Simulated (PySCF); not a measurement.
**CH₇AlFN: electronic excitations at several levels of theory**

Aim: compute the electronic excitations of CH₇AlFN (`[CH3][Al@H-]([NH3+])[F]`) at several levels, and see how far they spread and what each costs.

Computed with PySCF 2.14.0, with density-fitted response routines of our own, on a single molecule in the gas phase. Atoms count from 0, in the outputs and in this text.

## Step 1: The molecule as given

11 atoms, charge 0, multiplicity 1; geometry from: GFN2-xTB. The atoms were then displaced at random by about 0.01 Å, so the start is not that level's minimum.

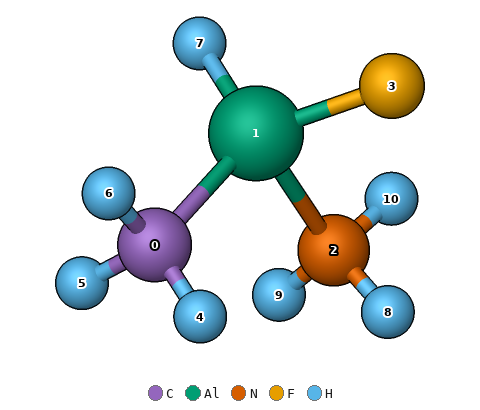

The starting geometry (carbon purple, aluminium teal, nitrogen orange, fluorine amber, hydrogen blue), atoms numbered; sticks join atoms by distance.

## Step 2: Relaxing the molecule at PBE0-D3(BJ)/def2-SVP

The job: settings as JSON, then the geometry in Å.

```
{"job": {"xc": "PBE0", "basis": "def2-SVP", "d3": "d3bj", "grid": 1, "shake": 0.01, "kind": "geom"}, "charge": 0, "multiplicity": 1}
C     -1.591710    -0.519180    -0.018190
Al    -0.177900     0.875270    -0.172260
N      1.549700    -0.248420     0.093730
F      0.240430     1.890820     1.098200
H     -1.639900    -1.060600     0.908390
H     -1.559740    -1.231810    -0.825580
H     -2.594000    -0.041120    -0.116650
H      0.182540     1.515780    -1.539520
H      1.559110    -0.658470     1.049140
H      1.748370    -0.973660    -0.573040
H      2.321190     0.425560     0.080120
```

Started as:

```console
OMP_NUM_THREADS=1 python probes_run.py task.json out
```

One launch serves the whole session: the jobs run in the order shown.

The program printed:

```text
step   0  E = -438.90417113  max force = 0.032743
step   1  E = -438.90766784  max force = 0.006078
step   2  E = -438.90820089  max force = 0.002239
step   3  E = -438.90836766  max force = 0.002904
step   4  E = -438.90843567  max force = 0.001369
step   5  E = -438.90848599  max force = 0.000732
step   6  E = -438.90850450  max force = 0.000561
step   7  E = -438.90851177  max force = 0.000205
optimisation converged
```

Wall time 31 s (1 thread of Arm Neoverse N1, shared host); peak memory 0.39 GiB.

Step by step:

```csv
step,energy from step 0 (eV),largest force component (eV/Å)
0,0.0000,1.6837
1,-0.0952,0.3125
2,-0.1097,0.1151
3,-0.1142,0.1493
4,-0.1160,0.0704
5,-0.1174,0.0376
6,-0.1179,0.0288
7,-0.1181,0.0105
```

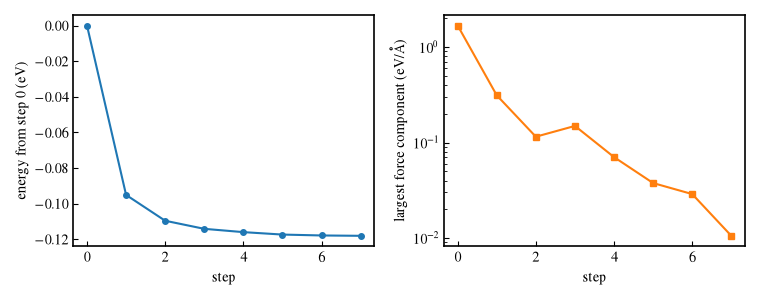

Energy and force, step by step.

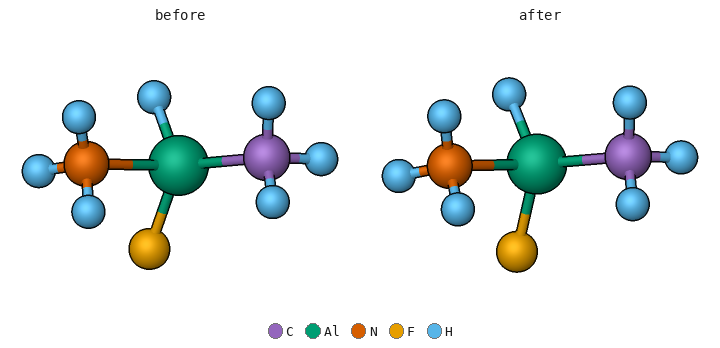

The geometry before (left) and after (right).

Distances of close pairs at the start and the end, largest changes first:

```csv
bond,before (Å),after (Å),change (Å)
Al1–H7,1.552,1.602,+0.050
C0–H4,1.074,1.104,+0.030
C0–Al1,1.992,1.964,-0.028
C0–H5,1.077,1.105,+0.027
N2–H8,1.040,1.021,-0.018
Al1–F3,1.679,1.696,+0.016
Al1–N2,2.078,2.062,-0.016
N2–H9,1.005,1.021,+0.016
```

The next job starts from the end point, and lists it.

```csv
at the end point,value
point group (found at 0.08 Å tolerance),C1
"rotational constants (GHz, main isotopes)","5.459, 4.675, 3.041"
dipole moment (D),5.69
```

## Step 3: TDDFT and polarisability: LDA/def2-SVPD

The job: settings as JSON, then the geometry in Å.

```
{"job": {"kind": "uv", "xc": "LDA", "basis": "def2-SVPD", "ip": true}, "charge": 0, "multiplicity": 1}
C     -1.593955    -0.407917    -0.064786
Al    -0.112948     0.874738    -0.197291
N      1.532776    -0.319179     0.145674
F      0.143909     1.874066     1.148188
H     -1.619211    -0.921087     0.912708
H     -1.550204    -1.186129    -0.847365
H     -2.571825     0.089891    -0.179860
H      0.301657     1.539871    -1.594923
H      1.441620    -0.810871     1.036230
H      1.693190    -1.018382    -0.580596
H      2.370855     0.261859     0.204634
```

With the program's defaults for keys left out, this is: TDDFT LDA/def2-SVPD, vertical, gas phase, core orbitals frozen in the response.

The program printed:

```text
coarse grid: 9200 points
cycle   1  E = -436.5026587468  dE = -5.461e-02  |g| = 7.928e-01  |ddm| = 3.777e+00
cycle   2  E = -436.0648826261  dE =  4.378e-01  |g| = 1.699e+00  |ddm| = 2.644e+00
cycle   3  E = -436.6353133970  dE = -5.704e-01  |g| = 2.410e-01  |ddm| = 2.046e+00
cycle   4  E = -436.6466377542  dE = -1.132e-02  |g| = 7.413e-02  |ddm| = 2.737e-01
cycle   5  E = -436.6478034369  dE = -1.166e-03  |g| = 1.303e-02  |ddm| = 8.938e-02
cycle   6  E = -436.6478696619  dE = -6.622e-05  |g| = 2.547e-03  |ddm| = 2.442e-02
cycle   7  E = -436.6478709551  dE = -1.293e-06  |g| = 8.798e-04  |ddm| = 3.486e-03
final grid: 83304 points
cycle   8  E = -436.6981443648  dE = -3.399e-05  |g| = 3.959e-03  |ddm| = 6.539e-02
cycle   9  E = -436.6981360106  dE =  8.354e-06  |g| = 7.290e-03  |ddm| = 1.021e-02
cycle  10  E = -436.6981480034  dE = -1.199e-05  |g| = 6.694e-04  |ddm| = 6.612e-03
cycle  11  E = -436.6981480597  dE = -5.637e-08  |g| = 3.553e-04  |ddm| = 7.344e-04
cycle  12  E = -436.6981480818  dE = -2.208e-08  |g| = 3.001e-05  |ddm| = 2.794e-04
cycle  13  E = -436.6981480821  dE = -2.576e-10  |g| = 7.846e-06  |ddm| = 5.307e-05
converged SCF energy = -436.6981480821

Static polarisability (au): isotropic 55.526, principal 50.517 55.184 60.876

Singlet excitations
state   eV       nm        f      main configurations
  1   4.9081    252.6   0.00308   H->L 1.00
  2   6.1576    201.4   0.06928   H-1->L 0.99
  3   6.3560    195.1   0.05581   H->L+1 0.97
  4   6.4686    191.7   0.03960   H->L+2 0.97
  5   6.8191    181.8   0.01048   H->L+3 0.99
  6   7.2022    172.1   0.01091   H->L+4 0.98
  7   7.2452    171.1   0.00129   H-3->L 0.69, H-2->L 0.31
  8   7.2636    170.7   0.00529   H-2->L 0.67, H-3->L 0.31
  9   7.4991    165.3   0.09359   H->L+5 0.60, H-1->L+1 0.33
 10   7.5807    163.6   0.06675   H-1->L+1 0.47, H->L+5 0.27, H-1->L+2 0.09

Triplet excitations (Tamm-Dancoff, eV): 4.8233 5.9925 6.0523 6.3031
Vertical ionisation energy (delta-SCF) = 9.3296 eV
Vertical electron affinity (delta-SCF) = -0.4497 eV
```

Wall time 49 s (1 thread of Arm Neoverse N1, shared host); peak memory 0.39 GiB.

The orbitals next to the gap, with their largest atomic shares:

```csv
orbital,eV,atoms
HOMO−3,-8.47,"F3 80 %, C0 7 %, Al1 5 %"
HOMO−2,-8.44,"F3 84 %, Al1 6 %"
HOMO−1,-7.29,"Al1 24 %, C0 21 %, H7 20 %"
HOMO,-6.09,"C0 30 %, Al1 26 %, H7 25 %"
LUMO,-1.23,"Al1 23 %, N2 19 %, H9 17 %"
LUMO+1,0.10,"Al1 41 %, C0 16 %, H7 10 %"
LUMO+2,0.32,"Al1 32 %, H7 11 %, H10 11 %"
```

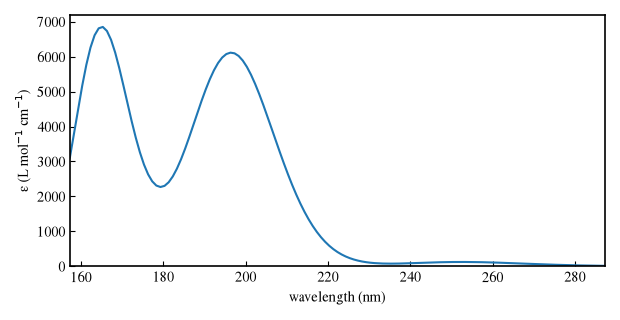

Absorption spectrum: each of the 10 states is a Gaussian band of 0.4 eV half-width at 1/e. Beyond the last state computed it falls off for lack of states.

Ground-state properties from the same run:

```csv
property,computed
dipole moment (D),5.49
polarisability (Å³),8.23
HOMO–LUMO gap (eV),4.86
−ε(HOMO) (eV),6.09
```

## Step 4: Ultraviolet spectrum: PBE/def2-SVPD

The job, as its differences from that of step 3:

```diff
@@ -1,2 +1,2 @@
-{"job": {"kind": "uv", "xc": "LDA", "basis": "def2-SVPD", "ip": true}, "charge": 0, "multiplicity": 1}
+{"job": {"kind": "uv", "xc": "PBE", "basis": "def2-SVPD", "ip": true}, "charge": 0, "multiplicity": 1}
 C     -1.593955    -0.407917    -0.064786
```

Level: TDDFT PBE/def2-SVPD, vertical, gas phase, core orbitals frozen in the response.

The program printed:

```text
coarse grid: 9200 points
cycle   1  E = -438.6633468912  dE = -5.012e-02  |g| = 8.077e-01  |ddm| = 3.864e+00
cycle   2  E = -438.1993814935  dE =  4.640e-01  |g| = 1.749e+00  |ddm| = 3.163e+00
cycle   3  E = -438.7966931218  dE = -5.973e-01  |g| = 2.495e-01  |ddm| = 2.610e+00
cycle   4  E = -438.8093738333  dE = -1.268e-02  |g| = 7.630e-02  |ddm| = 2.953e-01
cycle   5  E = -438.8106426144  dE = -1.269e-03  |g| = 1.377e-02  |ddm| = 9.224e-02
cycle   6  E = -438.8107172610  dE = -7.465e-05  |g| = 2.877e-03  |ddm| = 2.709e-02
cycle   7  E = -438.8107187957  dE = -1.535e-06  |g| = 1.132e-03  |ddm| = 3.596e-03
final grid: 83304 points
cycle   8  E = -438.8809938711  dE = -1.765e-05  |g| = 1.191e-02  |ddm| = 8.061e-02
cycle   9  E = -438.8809216249  dE =  7.225e-05  |g| = 2.122e-02  |ddm| = 3.115e-02
cycle  10  E = -438.8810272969  dE = -1.057e-04  |g| = 1.637e-03  |ddm| = 2.005e-02
cycle  11  E = -438.8810277473  dE = -4.504e-07  |g| = 2.409e-04  |ddm| = 1.272e-03
cycle  12  E = -438.8810277579  dE = -1.062e-08  |g| = 4.004e-05  |ddm| = 2.719e-04
cycle  13  E = -438.8810277583  dE = -4.082e-10  |g| = 1.576e-05  |ddm| = 6.627e-05
converged SCF energy = -438.8810277583

Static polarisability (au): isotropic 54.564, principal 49.779 54.238 59.675

Singlet excitations
state   eV       nm        f      main configurations
  1   4.8638    254.9   0.00304   H->L 1.00
  2   6.0969    203.4   0.06717   H-1->L 0.99
  3   6.3612    194.9   0.06256   H->L+1 0.98
  4   6.4870    191.1   0.01765   H->L+2 0.99
  5   6.7771    182.9   0.01000   H->L+3 0.99
  6   7.0717    175.3   0.00369   H-2->L 0.68, H-3->L 0.32
  7   7.0981    174.7   0.00445   H-3->L 0.68, H-2->L 0.31
  8   7.1994    172.2   0.01166   H->L+4 0.98
  9   7.4900    165.5   0.06541   H-1->L+1 0.49, H->L+5 0.46
 10   7.5555    164.1   0.07965   H->L+5 0.43, H-1->L+1 0.38

Triplet excitations (Tamm-Dancoff, eV): 4.7742 5.9128 6.0366 6.3103
Vertical ionisation energy (delta-SCF) = 9.2210 eV
```

Wall time 52 s (1 thread of Arm Neoverse N1, shared host); peak memory 0.55 GiB.

Key values: HOMO -6.02 eV, LUMO -1.20 eV; lowest singlet 4.86 eV.

## Step 5: TDDFT and polarisability: B3LYP/def2-SVPD

The job, as its differences from that of step 4:

```diff
@@ -1,2 +1,2 @@
-{"job": {"kind": "uv", "xc": "PBE", "basis": "def2-SVPD", "ip": true}, "charge": 0, "multiplicity": 1}
+{"job": {"kind": "uv", "xc": "B3LYP", "basis": "def2-SVPD", "ip": true}, "charge": 0, "multiplicity": 1}
 C     -1.593955    -0.407917    -0.064786
```

Method: TDDFT B3LYP/def2-SVPD, vertical, gas phase, core orbitals frozen in the response.

The program printed:

```text
coarse grid: 9200 points
cycle   1  E = -439.1085935511  dE = -8.768e-02  |g| = 7.335e-01  |ddm| = 3.845e+00
cycle   2  E = -438.9427409031  dE =  1.659e-01  |g| = 1.235e+00  |ddm| = 1.651e+00
cycle   3  E = -439.2203967289  dE = -2.777e-01  |g| = 1.299e-01  |ddm| = 1.025e+00
cycle   4  E = -439.2236598638  dE = -3.263e-03  |g| = 4.241e-02  |ddm| = 1.561e-01
cycle   5  E = -439.2240811905  dE = -4.213e-04  |g| = 5.062e-03  |ddm| = 4.583e-02
cycle   6  E = -439.2240890822  dE = -7.892e-06  |g| = 1.222e-03  |ddm| = 8.209e-03
final grid: 83304 points
cycle   7  E = -439.2793822739  dE = -2.218e-05  |g| = 6.068e-03  |ddm| = 5.684e-02
cycle   8  E = -439.2793740743  dE =  8.200e-06  |g| = 8.768e-03  |ddm| = 1.236e-02
cycle   9  E = -439.2793901752  dE = -1.610e-05  |g| = 5.280e-04  |ddm| = 7.133e-03
cycle  10  E = -439.2793902161  dE = -4.096e-08  |g| = 2.039e-04  |ddm| = 5.588e-04
cycle  11  E = -439.2793902229  dE = -6.806e-09  |g| = 2.870e-05  |ddm| = 1.645e-04
cycle  12  E = -439.2793902231  dE = -1.490e-10  |g| = 1.223e-05  |ddm| = 4.750e-05
converged SCF energy = -439.2793902231

Static polarisability (au): isotropic 52.024, principal 47.713 51.624 56.736

Singlet excitations
state   eV       nm        f      main configurations
  1   5.5531    223.3   0.00348   H->L 0.99
  2   6.7668    183.2   0.11708   H-1->L 0.51, H->L+1 0.48
  3   6.8961    179.8   0.02533   H-1->L 0.45, H->L+1 0.44, H->L+2 0.09
  4   7.0579    175.7   0.04326   H->L+2 0.88
  5   7.4929    165.5   0.02315   H->L+3 0.98
  6   7.8445    158.1   0.01016   H->L+4 0.93
  7   8.0660    153.7   0.12178   H->L+5 0.71, H-1->L+1 0.22
  8   8.2016    151.2   0.07536   H-1->L+1 0.67, H->L+5 0.22
  9   8.2836    149.7   0.01616   H-2->L 0.58, H->L+6 0.21, H-1->L+2 0.16
 10   8.3151    149.1   0.01014   H-3->L 0.85

Triplet excitations (Tamm-Dancoff, eV): 5.4514 6.4423 6.6535 6.8250
Vertical ionisation energy (delta-SCF) = 9.5374 eV
```

It took 30 s on 1 thread of Arm Neoverse N1, shared host; peak memory 0.66 GiB.

In short: HOMO -7.12 eV, LUMO -0.80 eV; lowest singlet 5.55 eV.

## Step 6: TDDFT and polarisability: PBE0/def2-SVPD

The job, as its differences from that of step 5:

```diff
@@ -1,2 +1,2 @@
-{"job": {"kind": "uv", "xc": "B3LYP", "basis": "def2-SVPD", "ip": true}, "charge": 0, "multiplicity": 1}
+{"job": {"kind": "uv", "xc": "PBE0", "basis": "def2-SVPD", "ip": true}, "charge": 0, "multiplicity": 1}
 C     -1.593955    -0.407917    -0.064786
```

With the program's defaults for keys left out, this is: TDDFT PBE0/def2-SVPD, vertical, gas phase, core orbitals frozen in the response.

The program printed:

```text
coarse grid: 9200 points
cycle   1  E = -438.7717436214  dE = -1.106e-01  |g| = 6.772e-01  |ddm| = 3.738e+00
cycle   2  E = -438.6722207395  dE =  9.952e-02  |g| = 1.042e+00  |ddm| = 1.414e+00
cycle   3  E = -438.8678568450  dE = -1.956e-01  |g| = 1.006e-01  |ddm| = 8.205e-01
cycle   4  E = -438.8697828951  dE = -1.926e-03  |g| = 3.489e-02  |ddm| = 1.246e-01
cycle   5  E = -438.8700747298  dE = -2.918e-04  |g| = 4.081e-03  |ddm| = 3.788e-02
cycle   6  E = -438.8700795445  dE = -4.815e-06  |g| = 8.294e-04  |ddm| = 6.633e-03
final grid: 83304 points
cycle   7  E = -438.9226133431  dE = -1.858e-05  |g| = 7.212e-03  |ddm| = 5.920e-02
cycle   8  E = -438.9226062001  dE =  7.143e-06  |g| = 9.225e-03  |ddm| = 1.492e-02
cycle   9  E = -438.9226253446  dE = -1.914e-05  |g| = 3.994e-04  |ddm| = 8.105e-03
cycle  10  E = -438.9226253681  dE = -2.348e-08  |g| = 1.806e-04  |ddm| = 4.272e-04
cycle  11  E = -438.9226253735  dE = -5.427e-09  |g| = 2.843e-05  |ddm| = 1.465e-04
cycle  12  E = -438.9226253737  dE = -1.403e-10  |g| = 1.199e-05  |ddm| = 3.763e-05
converged SCF energy = -438.9226253737

Static polarisability (au): isotropic 51.475, principal 47.239 51.108 56.079

Singlet excitations
state   eV       nm        f      main configurations
  1   5.8787    210.9   0.00381   H->L 0.99
  2   6.9823    177.6   0.10486   H->L+1 0.80, H-1->L 0.15
  3   7.1624    173.1   0.04200   H-1->L 0.62, H->L+2 0.30
  4   7.2836    170.2   0.06102   H->L+2 0.63, H-1->L 0.21, H->L+1 0.13
  5   7.8009    158.9   0.03564   H->L+3 0.97
  6   8.1230    152.6   0.02093   H->L+4 0.91
  7   8.2933    149.5   0.10191   H->L+5 0.49, H-1->L+1 0.40
  8   8.4288    147.1   0.10336   H->L+5 0.42, H-1->L+1 0.40, H->L+6 0.12
  9   8.5242    145.4   0.02932   H->L+6 0.56, H-1->L+2 0.25, H-1->L+1 0.09
 10   8.6225    143.8   0.03783   H-1->L+2 0.53, H->L+6 0.23, H-2->L 0.11

Triplet excitations (Tamm-Dancoff, eV): 5.7518 6.5374 6.8905 6.9558
Vertical ionisation energy (delta-SCF) = 9.5202 eV
```

Run time: 29 s. Hardware: 1 thread of Arm Neoverse N1, shared host; peak memory 0.66 GiB.

In short: HOMO -7.32 eV, LUMO -0.46 eV; lowest singlet 5.88 eV.

## Step 7: TDDFT and polarisability: BHandHLYP/def2-SVPD

The job, as its differences from that of step 6:

```diff
@@ -1,2 +1,2 @@
-{"job": {"kind": "uv", "xc": "PBE0", "basis": "def2-SVPD", "ip": true}, "charge": 0, "multiplicity": 1}
+{"job": {"kind": "uv", "xc": "BHandHLYP", "basis": "def2-SVPD", "ip": true}, "charge": 0, "multiplicity": 1}
 C     -1.593955    -0.407917    -0.064786
```

Level: TDDFT BHandHLYP/def2-SVPD, vertical, gas phase, core orbitals frozen in the response.

The program printed:

```text
coarse grid: 9200 points
cycle   1  E = -439.0351637911  dE = -1.348e-01  |g| = 6.236e-01  |ddm| = 3.745e+00
cycle   2  E = -439.0294303615  dE =  5.733e-03  |g| = 7.244e-01  |ddm| = 1.080e+00
cycle   3  E = -439.1172134845  dE = -8.778e-02  |g| = 5.454e-02  |ddm| = 4.967e-01
cycle   4  E = -439.1177152212  dE = -5.017e-04  |g| = 2.623e-02  |ddm| = 9.781e-02
cycle   5  E = -439.1178897934  dE = -1.746e-04  |g| = 3.455e-03  |ddm| = 3.132e-02
cycle   6  E = -439.1178929425  dE = -3.149e-06  |g| = 5.395e-04  |ddm| = 5.526e-03
final grid: 83304 points
cycle   7  E = -439.1537786975  dE = -1.131e-05  |g| = 2.683e-03  |ddm| = 3.564e-02
cycle   8  E = -439.1537789200  dE = -2.225e-07  |g| = 2.569e-03  |ddm| = 5.573e-03
cycle   9  E = -439.1537803455  dE = -1.425e-06  |g| = 1.599e-04  |ddm| = 2.274e-03
cycle  10  E = -439.1537803489  dE = -3.446e-09  |g| = 1.172e-04  |ddm| = 2.921e-04
cycle  11  E = -439.1537803514  dE = -2.453e-09  |g| = 1.461e-05  |ddm| = 9.734e-05
cycle  12  E = -439.1537803514  dE = -5.116e-11  |g| = 4.413e-06  |ddm| = 1.904e-05
converged SCF energy = -439.1537803514

Static polarisability (au): isotropic 49.202, principal 45.385 48.814 53.407

Singlet excitations
state   eV       nm        f      main configurations
  1   6.5700    188.7   0.00590   H->L 0.96
  2   7.4034    167.5   0.11548   H->L+1 0.80
  3   7.7122    160.8   0.07204   H->L+2 0.73, H-1->L 0.12
  4   7.9462    156.0   0.06001   H-1->L 0.71, H->L+1 0.11
  5   8.4720    146.3   0.08407   H->L+3 0.86
  6   8.7376    141.9   0.06812   H->L+4 0.77
  7   8.8049    140.8   0.06120   H-1->L+1 0.43, H->L+6 0.25, H->L+5 0.18
  8   9.0197    137.5   0.06606   H->L+5 0.44, H->L+6 0.37
  9   9.1124    136.1   0.07663   H-1->L+2 0.48, H-1->L+1 0.17, H->L+5 0.09
 10   9.3189    133.0   0.06677   H-1->L+2 0.29, H-1->L+1 0.25, H->L+6 0.18

Triplet excitations (Tamm-Dancoff, eV): 6.4099 6.9207 7.3541 7.6087
Vertical ionisation energy (delta-SCF) = 9.6716 eV
```

It took 32 s on 1 thread of Arm Neoverse N1, shared host; peak memory 0.65 GiB.

Key values: HOMO -8.56 eV, LUMO 0.01 eV; lowest singlet 6.57 eV.

## Step 8: TDDFT and polarisability: CAM-B3LYP/def2-SVPD

The job, as its differences from that of step 7:

```diff
@@ -1,2 +1,2 @@
-{"job": {"kind": "uv", "xc": "BHandHLYP", "basis": "def2-SVPD", "ip": true}, "charge": 0, "multiplicity": 1}
+{"job": {"kind": "uv", "xc": "CAM-B3LYP", "basis": "def2-SVPD", "ip": true}, "charge": 0, "multiplicity": 1}
 C     -1.593955    -0.407917    -0.064786
```

With the program's defaults for keys left out, this is: TDDFT CAM-B3LYP/def2-SVPD, vertical, gas phase, core orbitals frozen in the response.

The program printed:

```text
coarse grid: 9200 points
cycle   1  E = -439.0335410357  dE = -1.047e-01  |g| = 6.586e-01  |ddm| = 3.750e+00
cycle   2  E = -438.9980731369  dE =  3.547e-02  |g| = 8.803e-01  |ddm| = 1.163e+00
cycle   3  E = -439.1244327687  dE = -1.264e-01  |g| = 7.048e-02  |ddm| = 5.830e-01
cycle   4  E = -439.1253467610  dE = -9.140e-04  |g| = 3.132e-02  |ddm| = 1.189e-01
cycle   5  E = -439.1255864048  dE = -2.396e-04  |g| = 3.913e-03  |ddm| = 3.920e-02
cycle   6  E = -439.1255906220  dE = -4.217e-06  |g| = 9.769e-04  |ddm| = 7.311e-03
final grid: 83304 points
cycle   7  E = -439.1822680054  dE = -1.911e-05  |g| = 3.957e-03  |ddm| = 3.566e-02
cycle   8  E = -439.1822676853  dE =  3.200e-07  |g| = 4.249e-03  |ddm| = 7.658e-03
cycle   9  E = -439.1822713662  dE = -3.681e-06  |g| = 2.588e-04  |ddm| = 3.531e-03
cycle  10  E = -439.1822713736  dE = -7.401e-09  |g| = 1.832e-04  |ddm| = 4.305e-04
cycle  11  E = -439.1822713793  dE = -5.670e-09  |g| = 2.419e-05  |ddm| = 1.546e-04
cycle  12  E = -439.1822713794  dE = -1.236e-10  |g| = 8.282e-06  |ddm| = 3.553e-05
converged SCF energy = -439.1822713794

Static polarisability (au): isotropic 51.068, principal 47.118 50.630 55.455

Singlet excitations
state   eV       nm        f      main configurations
  1   6.3260    196.0   0.00554   H->L 0.95
  2   7.1353    173.8   0.10256   H->L+1 0.77, H-1->L 0.08
  3   7.4226    167.0   0.07315   H->L+2 0.69, H-1->L 0.16
  4   7.6680    161.7   0.05898   H-1->L 0.67, H->L+1 0.13
  5   8.2191    150.8   0.07702   H->L+3 0.84
  6   8.4668    146.4   0.06331   H->L+4 0.70, H-1->L+1 0.09
  7   8.5286    145.4   0.06962   H-1->L+1 0.43, H->L+6 0.23, H->L+5 0.16
  8   8.7610    141.5   0.07227   H->L+5 0.48, H->L+6 0.20, H-1->L+2 0.10
  9   8.7859    141.1   0.05492   H-1->L+2 0.45, H->L+6 0.21, H-1->L+1 0.09
 10   9.0413    137.1   0.07320   H-1->L+1 0.25, H->L+5 0.20, H->L+6 0.20

Triplet excitations (Tamm-Dancoff, eV): 6.1743 6.6899 7.1019 7.3382
Vertical ionisation energy (delta-SCF) = 9.7162 eV
```

It took 39 s on 1 thread of Arm Neoverse N1, shared host; peak memory 0.7 GiB.

In short: HOMO -8.73 eV, LUMO 0.16 eV; lowest singlet 6.33 eV.

[end of part 1 of 2]
